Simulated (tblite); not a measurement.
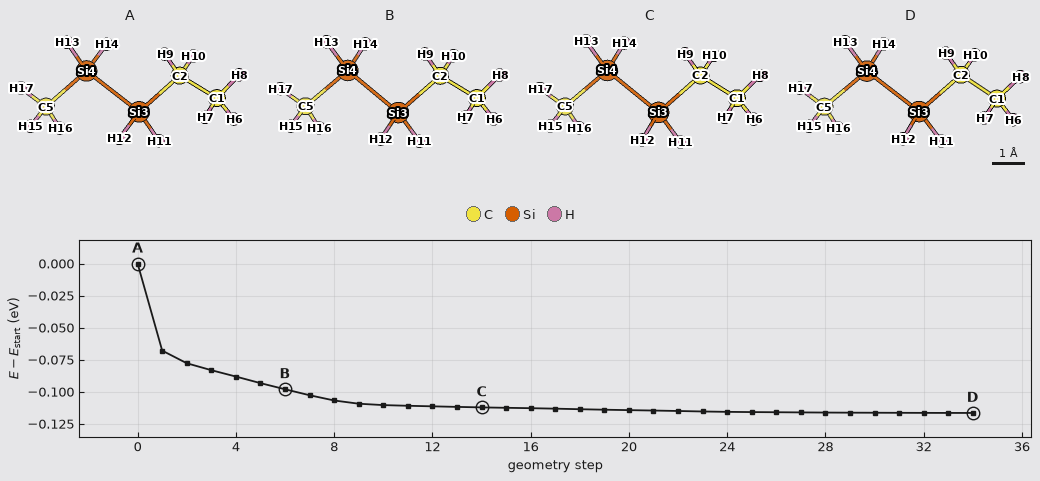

Frames of a relaxation of C3H12Si2, marked on the history of the run. The picture is a ball-and-stick view, seen at a tilt.

All numbers below come from GFN2-xTB geometry optimisation, gas phase (tblite). 

Q: Describe the path.

A: After 34 geometry steps the energy has fallen by 0.116 eV. The largest moves after the best rigid fit, 0.12 Å, are those of H11 and H12. By element the largest moves are H 0.12 Å, C 0.06 Å, Si 0.01 Å. Some distances before and after: Si4–C5 1.851 → 1.899 Å, C2–Si3 1.861 → 1.906 Å, Si4–H14 1.496 → 1.473 Å, Si3–H12 1.488 → 1.473 Å. Bond angles that change, for instance: Si4–Si3–H12 109.1° → 113.9°, Si4–Si3–H11 109.8° → 113.9°, Si3–Si4–H14 109.0° → 113.1°. From step 0 to 6: H atoms move most (0.05 Å), energy −0.098 eV. From step 6 to 14: H atoms move most (0.06 Å), energy −0.014 eV. From step 14 to 34: H12 moves most (0.05 Å), energy −0.004 eV.

| step | E − E(0), eV |
| --- | --- |
| 0 | 0.0000 |
| 1 | -0.0678 |
| 2 | -0.0777 |
| 3 | -0.0831 |
| 4 | -0.0881 |
| 5 | -0.0932 |
| 6 | -0.0980 |
| 7 | -0.1026 |
| 8 | -0.1067 |
| 9 | -0.1093 |
| 10 | -0.1103 |
| 11 | -0.1109 |
| 13 | -0.1117 |
| 14 | -0.1121 |
| 15 | -0.1124 |
| 16 | -0.1127 |
| 18 | -0.1135 |
| 19 | -0.1139 |
| 20 | -0.1143 |
| 21 | -0.1146 |
| 23 | -0.1153 |
| 24 | -0.1156 |
| 25 | -0.1158 |
| 26 | -0.1159 |
| 28 | -0.1162 |
| 29 | -0.1162 |
| 30 | -0.1163 |
| 31 | -0.1164 |
| 33 | -0.1164 |
| 34 | -0.1165 |
